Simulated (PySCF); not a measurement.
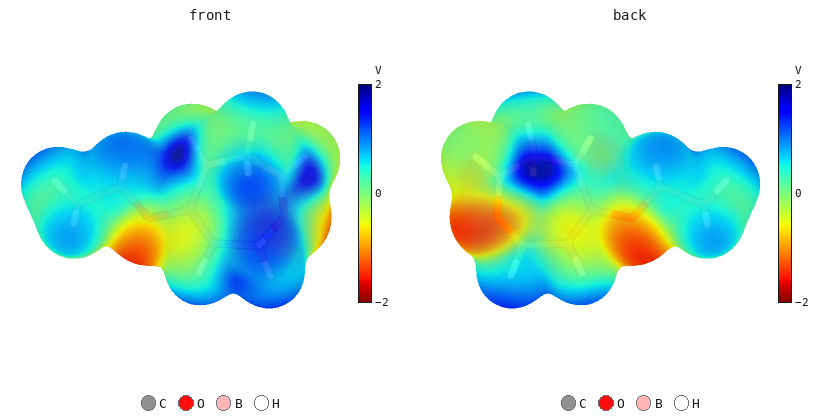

C6H12B2O2. The molecular electrostatic potential painted on the density surface at 0.004 e/bohr³, seen from the front and from behind; the colour scale runs from red (negative) to blue (positive).

Geometry: GFN2-xTB.

The calculation used PBE0/pcSseg-1, SCF density, gas phase, non-relativistic in PySCF.

Input file:

```
{"job": {"kind": "nmr", "xc": "PBE0", "basis": "pcSseg-1"}, "charge": 0, "multiplicity": 1}
C      3.711515    -0.109141    -0.236359
C      2.272246    -0.596686    -0.322229
O      1.432165     0.536996    -0.308311
C      0.083923     0.358998    -0.075881
C     -0.595722     1.520349     0.027860
C     -2.055996     1.711724     0.289665
O     -2.942057     0.861726    -0.421306
B     -2.966032    -0.455304    -0.304283
C     -1.952931    -1.226977     0.669458
B     -0.586716    -1.045793    -0.052276
H      3.932112     0.540728    -1.078863
H      4.391432    -0.956226    -0.250247
H      3.859974     0.453867     0.681236
H      2.038130    -1.253146     0.527079
H      2.124056    -1.167628    -1.249346
H     -0.034044     2.435997    -0.104752
H     -2.249901     1.581506     1.365934
H     -2.339219     2.733765     0.017705
H     -3.769870    -1.006399    -0.954998
H     -2.243380    -2.262508     0.822900
H     -1.992208    -0.705875     1.627687
H     -0.127886    -1.930588    -0.671522
```

Command:

```sh
OMP_NUM_THREADS=1 python probes_run.py task.json out
```

Where is the surface potential most negative and most positive?

Answer. The most negative region (about −1.5 V) lies over O3 and O7, the most positive (about +1.8 V) over B8 and B10.
